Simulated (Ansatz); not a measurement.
## Electronic structure of Cl$_{2}$F$_{2}$H$_{2}$OZr in real space

Input

```
crystal:
  periodic: [false, false, false]
  atoms:
    - { symbol: Zr, position_ang: [0.451976, 0.358628, -0.428084] }
    - { symbol: O, position_ang: [-0.623514, 0.141886, 2.631521] }
    - { symbol: H, position_ang: [-1.419799, 0.66262, 2.802381] }
    - { symbol: F, position_ang: [1.316536, 0.574859, -2.080354] }
    - { symbol: Cl, position_ang: [-1.645246, 1.347451, -0.707768] }
    - { symbol: F, position_ang: [0.351084, -1.50599, -0.218171] }
    - { symbol: Cl, position_ang: [1.890299, 1.561202, 1.192062] }
    - { symbol: H, position_ang: [0.118565, 0.743545, 2.866014] }
basis:
  gaussian: { orbitals: def2-SVP }
hamiltonian:
  xc: pbe0
  dispersion: d4
relax:
  f_tol: 0.03
  max_steps: 50
output:
  orbitals: {}
```

Run with:

```sh
ansatz run input.yaml --threads 4 --pin off --max-ram 5120MiB --backend cpu --events-out ev --progress --plain --runs-dir out
```

The fields are those of the run's last geometry, not of the input's.

Core potentials replace the inner electrons of Zr.

Theory: Ansatz, RKS PBE0-D4/def2-SVP.

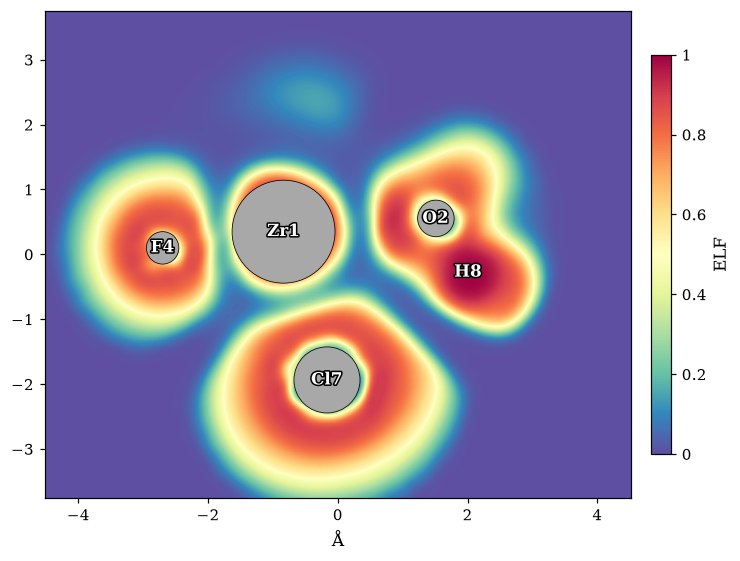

Figure 1. Electron localisation function on the plane of atoms Zr1, O2 and H8. Grey discs cover the atomic cores.

Question: What does the map show?

Answer: The plane passes through Zr, O, F, Cl and H nuclei.
Zr–F (1.89 Å): the ELF peaks at about 0.85 in the valence shell of F, 0.5 Å from its nucleus, and drops to about 0.25 between the two atoms.
Zr–O (2.36 Å): the ELF peaks at about 0.90 in the valence shell of O, 0.6 Å from its nucleus, and drops to about 0.10 between the two atoms.
Zr–Cl (2.38 Å): the ELF peaks at about 0.85 in the valence shell of Cl, 0.8 Å from its nucleus, and is about 0.35 at the midpoint.
O–H (0.97 Å): the ELF climbs to about 1 towards the hydrogen, as it does in any bond to H; a covalent bond by its length.

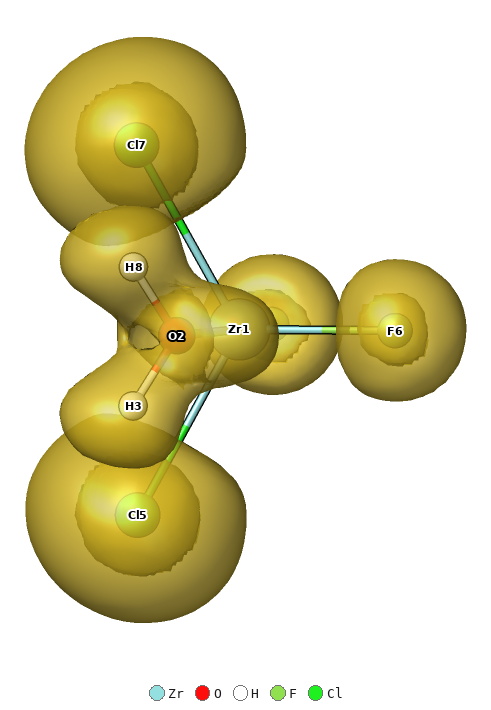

Figure 2. Isosurface of the electron localisation function at 0.75 (yellow), seen at an oblique angle. Only the valence region is drawn (cores and ρ < 0.01 e/Å³ removed).

Question: Where are the electrons localised?

Answer: The surface consists of two regions wrapped around Cl (the valence shell of each), two regions wrapped around F (the valence shell of each) and one joined region spread over several atoms (H, O), in which their bonds and any lone pairs are merged.

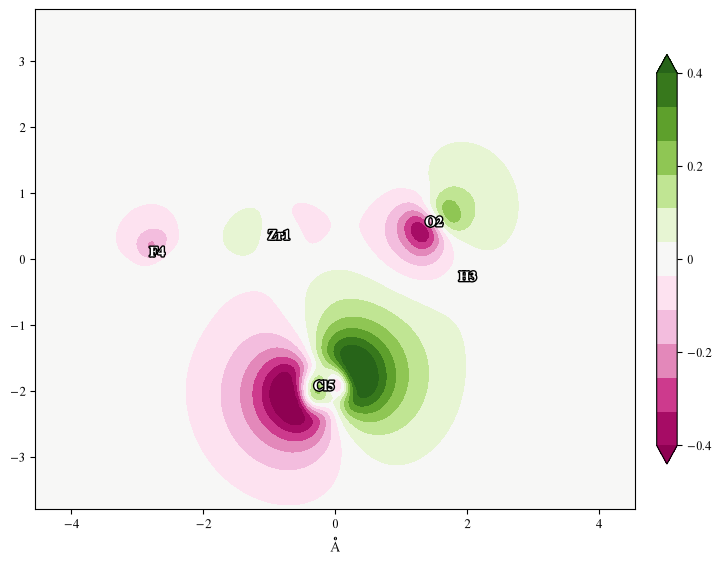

Figure 3. The HOMO−1 on the plane of atoms Zr1, O2 and H3 (values in Å⁻³ᐟ²; the overall sign is arbitrary).

Question: Where does this orbital lie, and at what energy?

Answer: Its weight (Hirshfeld) is mainly on Cl5 (about 45 %) and Cl7 (about 45 %); largely a combination of lone pairs on Cl5 and Cl7. Its energy is −9.38 eV.
